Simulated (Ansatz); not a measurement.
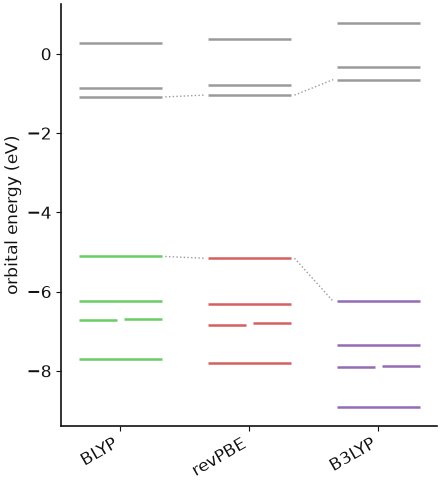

Frontier orbital energies of C₅H₁₃BrGaN, SMILES C[CH](C)[Ga]([Br])[N](C)C, singlet at one geometry, def2-TZVPP, the Ansatz code 0.2.0, at a PBE0-D4/def2-TZVP geometry (no frequency check). Empty levels are grey, levels within 0.1 eV stand side by side; all columns show the same few orbitals around the gap. Dotted lines join the HOMOs and the LUMOs.

Compare the HOMO-LUMO separations.

The separation grows from 4.03 eV (BLYP) to 5.60 eV (B3LYP).

| level | HOMO (eV) | LUMO (eV) | separation (eV) |
| --- | --- | --- | --- |
| BLYP | −5.11 | −1.09 | 4.03 |
| revPBE | −5.16 | −1.04 | 4.12 |
| B3LYP | −6.25 | −0.65 | 5.60 |

Limits of at least one run: empty levels above zero depend strongly on the basis; no scalar relativity up to krypton; one conformer of a flexible molecule; spin-orbit coupling is left out, and with Br it can shift these levels and split any degenerate set.
